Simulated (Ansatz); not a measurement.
Response to strain in hypothetical cubic perovskite TlCdBr3

Consider TlCdBr$_{3}$ in the cubic perovskite structure (space group Pm-3m, No. 221; a hypothetical phase, not in the database extracts checked).

```
TlCdBr3
1.0
    5.53428     0.00000     0.00000
    0.00000     5.53428     0.00000
    0.00000     0.00000     5.53428
Tl Cd Br
1 1 3
Cartesian
  0.00000   0.00000   0.00000
  2.76714   2.76714   2.76714
  0.00000   2.76714   2.76714
  2.76714   2.76714   0.00000
  2.76714   0.00000   2.76714
```

Cartesian axes are those of the cell as printed.

Strains are applied to the cell and any free atomic positions relax.

Calculations: PBE/PAW in Ansatz (an electronic-structure program), spin-orbit coupling left out.

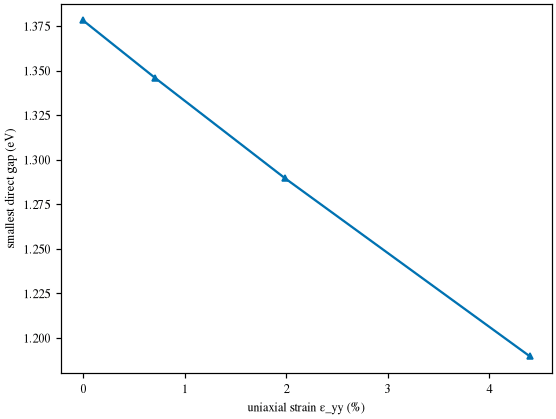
Smallest direct gap against uniaxial strain ε_yy

```tsv
uniaxial strain ε_yy (%)	smallest direct gap
0.71	1.35 eV
1.99	1.29 eV
4.4	1.19 eV
```

With Tl present, leaving out spin-orbit coupling can change the band edges. Whether these cells are dynamically stable was not tested. Many cubic perovskites are stable only at high temperature; tilts and polar distortions were not tested.
